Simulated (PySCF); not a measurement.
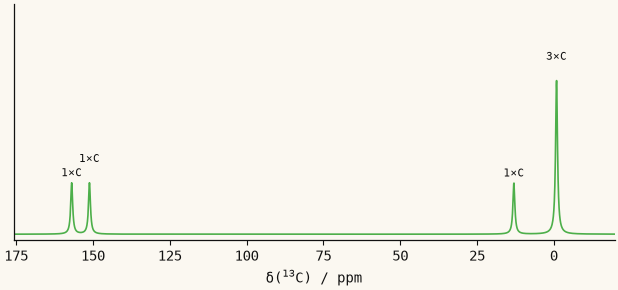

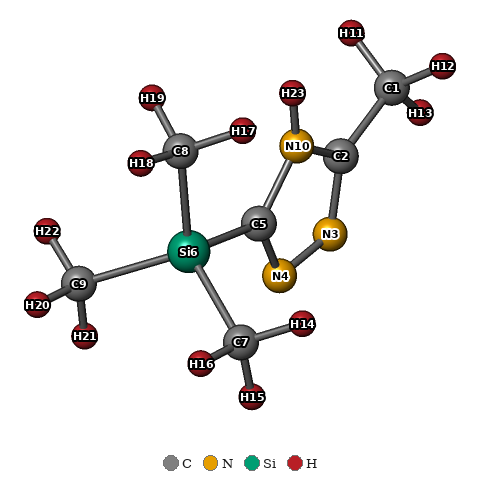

Spectrum and numbered structure of C₆H₁₃N₃Si, SMILES Cc1nnc([Si](C)(C)C)[nH]1. GIAO shifts, PBE0/pcSseg-1, PySCF 2.14.0, at a GFN2-xTB geometry (no frequency check), against TMS for ¹³C computed at the same level. Gas phase, fully decoupled, line heights follow the number of nuclei, widths are arbitrary (no quadrupolar broadening); values of one conformer, averaged over nuclei that symmetry, rotation about single bonds or inversion at nitrogen exchange, these motions taken as fast.

Assign the ¹³C signals to the numbered atoms.

```csv
δ (ppm),nuclei,atoms
156.9,1,C5
151.1,1,C2
13.0,1,C1
−0.9,3,"C7, C8, C9"
```

Known limits of this run: the tight-binding geometry is rougher than a DFT one and adds to the error.
